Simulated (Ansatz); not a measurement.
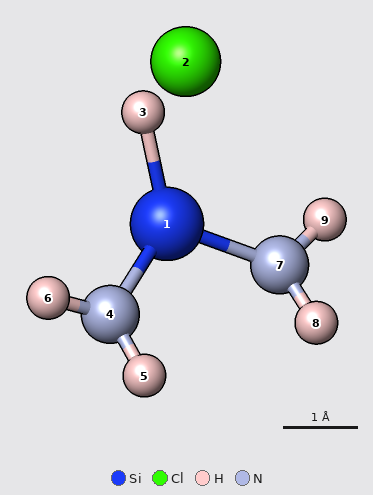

Figure 1. The structure (ball-and-stick view, seen at a tilt; atoms are numbered from 1 in the order of the input). Bond lengths as drawn: H–N 1.02 Å, H–Si 1.58 Å and N–Si 1.71 Å.

## Frequency calculation of SiN2H5Cl

- system: SiN2H5Cl
- method: RKS PBE-D4/6-31G* (Ansatz 0.2.0)

It belongs to a series of runs on one base structure; here: vibrations at the highest image of the band. Figures and captions count atoms from 1; the log counts them from 0 in places.

**Output**
```
Engine: ansatz 0.2.0, aarch64-unknown-linux-gnu
Functional definition: PBE
  parameter kappa = 0.804
  parameter beta = 0.06672455060314922
  exchange = pbe_x(kappa = kappa, mu = beta*pi^2/3)
  correlation = pbe_c(beta = beta)
1017 factors; their error is unknown
mean field evaluation 1: about -23434.6377 eV, gradient 8.2e1 eV
mean field evaluation 2: about -23398.8633 eV, gradient 1.4e2 eV
mean field evaluation 4: about -23447.4958 eV, gradient 1.4e1 eV
mean field evaluation 8: about -23448.2113 eV, gradient 1.1e-1 eV
mean field evaluation 16: about -23448.1572 eV, gradient 6.8e-4 eV
mean field -23448.15721241 eV, -861.7038838244 hartree, gradient 3.3e-5 eV, S^2 0.000000; 0 other end points of the search recorded, 0 dependent functions left out
the calculation of the forces begins
reference -23448.15724590 eV, -861.7038850551 hartree; 25, 25 occupied and 53, 53 virtual orbitals, 1017 factors
these checks for a lower state are left out or cut short: stability, starts, cluster_reference, orbital_swaps, neighbouring_geometries, increment
1017 factors; their error is unknown
mean field -23448.15710036 eV, -861.7038797064 hartree, gradient 1.8e-6 eV, S^2 0.000000; 0 other end points of the search recorded, 0 dependent functions left out
[... from here on the field's lines of each further geometry are left out, up to the last ...]
the calculation of the forces begins
reference -23448.15724828 eV, -861.7038851424 hartree; 25, 25 occupied and 53, 53 virtual orbitals, 1017 factors
these checks for a lower state are left out or cut short: stability, starts, cluster_reference, orbital_swaps, neighbouring_geometries, increment
1017 factors; their error is unknown
mean field -23448.15720677 eV, -861.7038836169 hartree, gradient 2.0e-6 eV, S^2 0.000000; 0 other end points of the search recorded, 0 dependent functions left out
the calculation of the forces begins
reference -23448.15724026 eV, -861.7038848477 hartree; 25, 25 occupied and 53, 53 virtual orbitals, 1017 factors
WARN: phonons: modes at or below zero, which the zero-point energy, F, S and C_V leave out: 1, the lowest at -652.33 cm⁻¹. A minimum has none, and a first-order saddle one
Total energy: -23448.34573193 eV, -861.7108117887 hartree
Atom 0 at     0.141283     0.003590    -0.612925 Å, force    -0.001731     0.010335     0.002194 eV/Å
Atom 1 at     1.412652     0.028023     1.947718 Å, force    -0.000890    -0.002782     0.000504 eV/Å
Atom 2 at     1.505105     0.006510     0.184406 Å, force     0.009896    -0.001320     0.002287 eV/Å
Atom 3 at    -0.851716     1.395095    -0.644721 Å, force     0.004528    -0.000777    -0.002412 eV/Å
Atom 4 at    -1.868373     1.383542    -0.562905 Å, force    -0.003152    -0.000555     0.002236 eV/Å
Atom 5 at    -0.453210     2.293880    -0.375597 Å, force    -0.004226     0.003010    -0.002544 eV/Å
Atom 6 at    -0.838852    -1.384991    -0.796566 Å, force    -0.007559    -0.013640    -0.005574 eV/Å
Atom 7 at    -1.846567    -1.414171    -0.638928 Å, force     0.004166     0.003971     0.000731 eV/Å
Atom 8 at    -0.415624    -2.311481    -0.772983 Å, force    -0.001031     0.001757     0.002579 eV/Å
Dipole moment:    -0.907567    -0.037024    -0.863224 e Å
Vibrations: -652.33 35.40 139.32 209.49 268.38 319.64 353.20 392.26 432.31 624.33 767.54 785.77 910.87 935.97 1555.06 1575.96 1670.05 3490.89 3492.21 3596.50 3598.71 cm⁻¹, zero-point energy 1.559341 eV
```

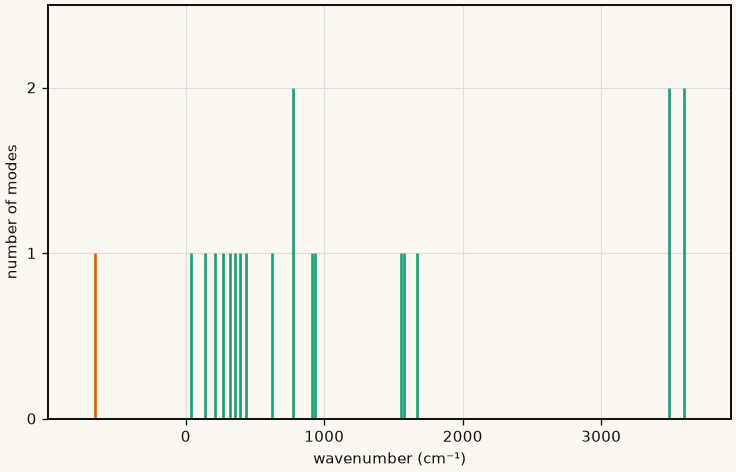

Figure 2. Harmonic vibrational wavenumbers from the force constants; neighbouring modes closer than 19 cm⁻¹ are counted in one stick, and imaginary ones are drawn at negative wavenumbers. 21 modes from 652i to 3599 cm⁻¹, 1 imaginary beyond 8i (652i cm⁻¹): a first-order saddle point, if the geometry is stationary.

This output came from the following input.

**The input**
```yaml
crystal:
  periodic: [false, false, false]
  atoms:
    - { symbol: Si, position_ang: [0.141283, 0.00359, -0.612925] }
    - { symbol: Cl, position_ang: [1.412652, 0.028023, 1.947718] }
    - { symbol: H, position_ang: [1.505105, 0.00651, 0.184406] }
    - { symbol: "N", position_ang: [-0.851716, 1.395095, -0.644721] }
    - { symbol: H, position_ang: [-1.868373, 1.383542, -0.562905] }
    - { symbol: H, position_ang: [-0.45321, 2.29388, -0.375597] }
    - { symbol: "N", position_ang: [-0.838852, -1.384991, -0.796566] }
    - { symbol: H, position_ang: [-1.846567, -1.414171, -0.638928] }
    - { symbol: H, position_ang: [-0.415624, -2.311481, -0.772983] }
basis:
  gaussian: { orbitals: "6-31G*" }
hamiltonian:
  xc: pbe
  dispersion: d4
phonons: {}
```

Run as:
```bash
ansatz run input.yaml --threads 1 --pin off --max-ram 2048MiB --backend cpu --events-out ev --progress --plain --runs-dir out
```

**Key numbers**

| quantity | value |
| --- | --- |
| outcome | converged |
| total energy | −23448.3457 eV |
| mean-field energy | −23448.1572 eV |
| largest force (length of the vector) | 0.017 eV/Å |
| hardware | 1 thread of Arm Neoverse V1, 24 GiB of memory available, shared host |
| wall time | 84 s |
| peak memory | 0.11 GiB |
